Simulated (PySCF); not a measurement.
Vertical excitations of a molecule C4H11B from TDA-ωB97X/def2-SVPD in PySCF, as energy in eV (oscillator strength): 6.53 (0.000), 6.80 (0.000), 8.16 (0.029), 8.51 (0.047), 9.06 (0.093), 9.23 (0.010), 9.37 (0.080), 9.45 (0.002), 9.57 (0.020), 9.80 (0.047). Lowest triplet (TDA): 6.02 eV. Geometry: B3LYP-D3(BJ)/def2-SVP. One conformer was computed; it need not be the lowest.

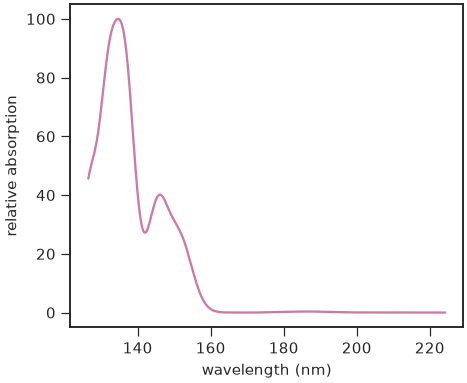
Figure. The lines broadened by 0.4 eV.

**Question.** Which structure fits?
(A) CCBCC
(B) CCB(C)C
(C) BC(C)(C)C
(D) CBCCC

**Answer.** B, CCB(C)C
